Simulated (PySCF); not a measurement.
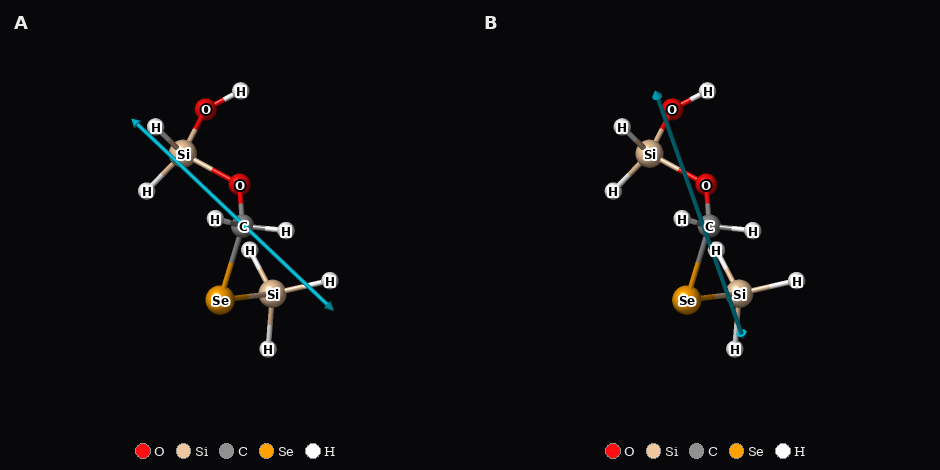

The double arrows show the directions of two transition dipoles from the ground state (lengths mean nothing). The geometry was computed by an optimisation with GFN2-xTB. No frequency run is at hand to confirm it as a minimum. Method: TDDFT PBE0/def2-SVPD, vertical, gas phase, core orbitals frozen in the response (PySCF 2.14.0).

**One belongs to singlet state 4 and one to singlet state 7. Which is which?**

A: state 4, 6.06 eV (205 nm), oscillator strength 0.021, mainly HOMO → LUMO+3 (weight 0.64).
B: state 7, 6.66 eV (186 nm), oscillator strength 0.030, mainly HOMO → LUMO+4 (weight 0.58).

The geometry is semi-empirical. Around Se, Si such bond lengths and angles can be off by a tenth of an ångström or more and by several degrees, and values that hang on the shape move with them.
